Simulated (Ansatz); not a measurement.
**Converging the k-point mesh: NbRu (P4mm, 2 atoms in the cell)**

```
CELL_PARAMETERS angstrom
      3.06874     0.00000     0.00000
      0.00000     3.06874     0.00000
      0.00000     0.00000     3.44215
ATOMIC_POSITIONS crystal
  Nb 0.00000 0.00000 0.01453
  Ru 0.50000 0.50000 0.50000
```

Method of the run: LDA (PW92), default PAW files made with PBE (plane waves; Ansatz, a first-principles code).

Base settings: basis.ecutwfc = 30.9 Ry; kpoints.mp_grid.grid = 11 11 10; hamiltonian.xc = lda; hamiltonian.pseudopotentials = {kind: paw} (the program's default PAW files); scf.occupations.method = fermi_dirac; scf.occupations.width = 0.0073 Ry.

The second cell is the first with its lattice scaled by 0.98.

Only quantities that move along the ladder and can be compared are tabulated.

The count of work is k-points × plane waves × bands × iterations; it is no time. Core times come from one kind of shared machine, to one figure; runs under 30 s give none.

The starting cell comes from a database of computed structures (which also holds hypothetical and non-ambient phases and stackings), without a prior relaxation at this level. Its lattice was rescaled by up to half a per cent. One atom was moved a little off its site on purpose. Spin polarisation is off. In the base run, with a pressure of about -15 GPa the cell is away from its equilibrium volume at this level. Ansatz's pressure includes its estimate of the finite-basis (Pulay) stress.

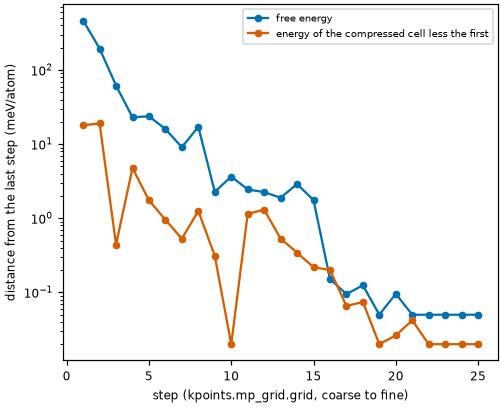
Distance from the last step along the ladder; very small values are drawn at a floor.

| kpoints.mp_grid.grid | free energy less the last step's (meV/atom) | energy of the compressed cell less the first (meV/atom) | pressure (GPa) | largest difference of a force vector from the last step's (eV/Å) | count of work / last | core time / last (rough) |
|---|---|---|---|---|---|---|
| 2 2 2 | 466.26 | -67.31 | -16.79 | 0.216 | 0.0029 | – |
| 3 3 2 | 195.37 | -30.29 | -11.94 | 0.809 | 0.0029 | – |
| 3 3 3 | -61.78 | -48.87 | -14.95 | 0.467 | 0.0026 | – |
| 4 4 3 | -23.02 | -54.08 | -15.61 | 0.155 | 0.0044 | – |
| 4 4 4 | -23.82 | -51.07 | -15.22 | 0.122 | 0.0077 | – |
| 5 5 4 | -15.99 | -50.27 | -15.08 | 0.124 | 0.0077 | – |
| 5 5 5 | -9.10 | -49.85 | -15.00 | 0.173 | 0.0066 | – |
| 6 6 5 | 17.17 | -48.06 | -14.64 | 0.077 | 0.011 | – |
| 6 6 6 | 2.28 | -49.00 | -14.84 | 0.061 | 0.015 | – |
| 7 7 6 | -3.66 | -49.33 | -14.91 | 0.040 | 0.015 | – |
| 8 8 7 | -2.45 | -50.46 | -15.05 | 0.041 | 0.022 | – |
| 8 8 8 | -2.25 | -50.62 | -15.08 | 0.030 | 0.027 | – |
| 9 9 8 | 1.90 | -48.78 | -14.81 | 0.018 | 0.027 | – |
| 10 10 9 | -2.89 | -49.66 | -14.96 | 0.011 | 0.038 | – |
| 11 11 10 | 1.76 | -49.10 | -14.85 | 0.002 | 0.046 | – |
| 13 13 11 | -0.15 | -49.52 | -14.92 | 0.005 | 0.061 | – |
| 14 14 12 | -0.09 | -49.25 | -14.89 | 0.002 | 0.092 | – |
| 15 15 14 | -0.12 | -49.39 | -14.90 | 0.001 | 0.11 | – |
| 17 17 15 | -0.01 | -49.31 | -14.89 | 0.002 | 0.13 | – |
| 19 19 17 | -0.10 | -49.34 | -14.90 | 0.000 | 0.18 | – |
| 21 21 19 | 0.01 | -49.27 | -14.89 | 0.000 | 0.24 | – |
| 23 23 21 | 0.02 | -49.32 | -14.89 | 0.000 | 0.31 | – |
| 26 26 23 | -0.02 | -49.32 | -14.89 | 0.000 | 0.46 | 0.7 |
| 28 28 25 | 0.00 | -49.31 | -14.89 | 0.000 | 0.57 | 1 |
| 32 32 28 | 0.00 | -49.31 | -14.89 | 0.000 | 0.84 | 1 |
| 35 35 31 | 0.00 | -49.32 | -14.89 | 0.000 | 1.0 | 1 |

Coarsest kpoints.mp_grid.grid that holds the pressure within 0.1 GPa of the last step, with all finer ones: 9 9 8, at 0.027 of the last step's count of work; the step before is off by 0.19 GPa.

Coarsest kpoints.mp_grid.grid that holds the energy of the compressed cell less the first within 2 meV/atom of the last step, with all finer ones: 4 4 4, at 0.0077 of the last step's count of work; the step before is off by 4.8 meV/atom.

Coarsest kpoints.mp_grid.grid that holds the free energy within 0.5 meV/atom of the last step, with all finer ones: 13 13 11, at 0.061 of the last step's count of work; the step before is off by 1.8 meV/atom.

The energy difference between the two cells stays within 1 meV/atom of the last step's from 9 9 8 on, the total only from 13 13 11 on: much of the error is common to both cells and cancels.

Two neighbours can agree and both be off: 4 4 3 and 4 4 4 differ by 0.80 meV/atom in the free energy, yet lie about 24 meV/atom from the last step.

Keys are those of Ansatz 0.2.
